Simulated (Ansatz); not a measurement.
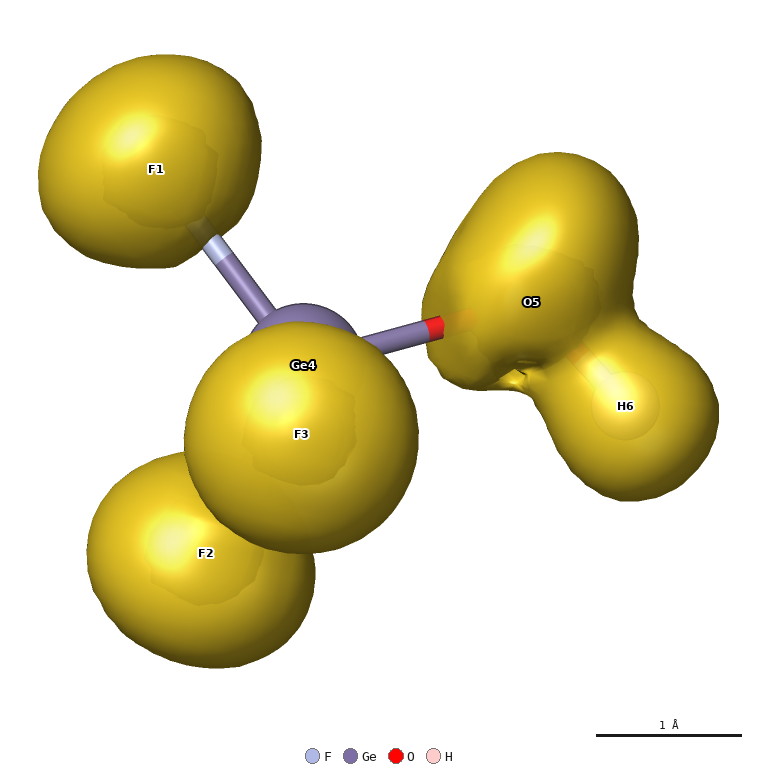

F$_{3}$GeHO (SMILES [OH][Ge]([F])([F])[F]). Isosurface of the ELF at 0.75 (yellow), seen at a tilt. Only the valence region is drawn (cores and ρ < 0.01 e/Å³ removed).

Geometry: PBE0-D4/def2-SVP.

These are results of isolated molecule in a Gaussian basis; Kohn-Sham density functional theory, functional PBE0 in Ansatz, not measurements.

```xyz
6

F    -2.3146    0.1578   -0.0827
F    -2.5609    1.2463   -2.6150
F    -0.1148    1.2016   -1.3984
Ge   -1.7846    1.4120   -1.1016
O    -2.1375    2.9221   -0.3360
H    -1.8648    3.6931   -0.8484
```

Q: Describe the localisation domains.

A: The surface consists of three regions wrapped around F (the valence shell of each) and one joined region spread over several atoms (H, O), in which their bonds and any lone pairs are merged. Along the contacts the grid gives the following. Ge–F (1.70 Å): the ELF peaks at about 0.80 in the valence shell of F, 0.5 Å from its nucleus, and is about 0.25 at the midpoint. Ge–O (1.73 Å): the ELF peaks at about 0.85 in the valence shell of O, 0.6 Å from its nucleus, and is about 0.30 at the midpoint.
